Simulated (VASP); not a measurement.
Band structure of TaAs (relaxed from the CsCl structure, space group Pm-3m). All values below come from r2SCAN meta-GGA, VASP's PBE PAW potentials (set 64) (plane waves; VASP).

Unless said otherwise, spin-orbit coupling is left out, though it shifts the bands of the heavy elements here.

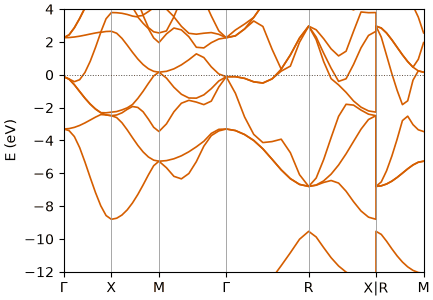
Figure: Bands along high-symmetry lines, zero at the valence-band maximum or, without a gap, the Fermi level

Problem. Read the plot: is there a gap, and where are the band edges?

Solution. It has no gap at this level: it comes out as a metal or semimetal.

The structure was generated: TaAs was put into the CsCl type (Pm-3m), which need not be its known phase. It was relaxed first.
